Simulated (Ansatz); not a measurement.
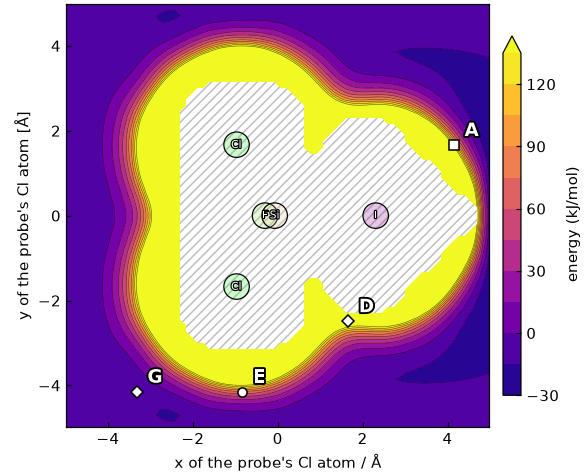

Cl₂FISi (SMILES F[Si](Cl)(Cl)I) with the probe Cl-. 
- The probe is moved over the molecule's main plane.
- Coordinates scanned: (1) x of the probe's Cl atom; (2) y of the probe's Cl atom.
- Nothing is relaxed (molecule and probe rigid).
- The grid has 13 × 13 points; 68 points were computed and 63 follow by symmetry. At 38 points there is no value (left out of the scan, as a rule where atoms come close).
- Points are written as (first, second).
- Energies are in kJ/mol, from molecule and probe far apart, each relaxed in its own basis (no counterpoise correction).
- These are results of RHF/def2-SVPD (Ansatz 0.2.0), not measurements.

In the figure: filled contours, labelled circles for the molecule's atoms, projected on the plane, one colour for all values above the top of the scale, hatched blanks where no value was computed, lettered points. Between grid points the surface is interpolated.

> Is D the lowest point of the computed grid?

No. D lies 226 kJ/mol above the lowest grid point, which is at (4.98 Å, −1.66 Å) [nearest 1 I at 3.17 Å].

> Rank the lettered points by energy, lowest first.

G (−11 kJ/mol), E (73 kJ/mol), A (124 kJ/mol), D (199 kJ/mol).
